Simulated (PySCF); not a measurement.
| atom | x (Å) | y (Å) | z (Å) |
| --- | --- | --- | --- |
| Ca | 0.0000 | 0.0000 | -0.6074 |
| F | 0.0000 | 0.0000 | 1.2776 |

The calculation used PySCF, PBE0/aug-pcseg-1, non-relativistic, at a bond length of 1.885 Å.

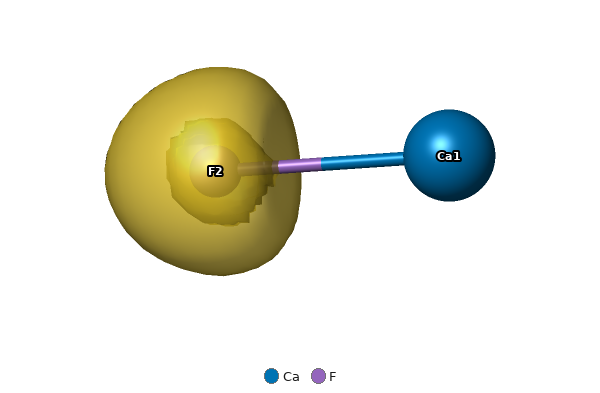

CaF (charge +1). Isosurface of the ELF at 0.75 (yellow), seen from one side. Only the valence region is drawn (cores and ρ < 0.01 e/Å³ removed).

Q: Describe the localisation domains.

A: The ELF exceeds this value in one region wrapped around F (its valence shell). Along the contacts the grid gives the following. Ca–F (1.88 Å): the ELF peaks at about 0.85 in the valence shell of F, 0.6 Å from its nucleus, and drops to about 0.15 between the two atoms: a largely ionic contact.
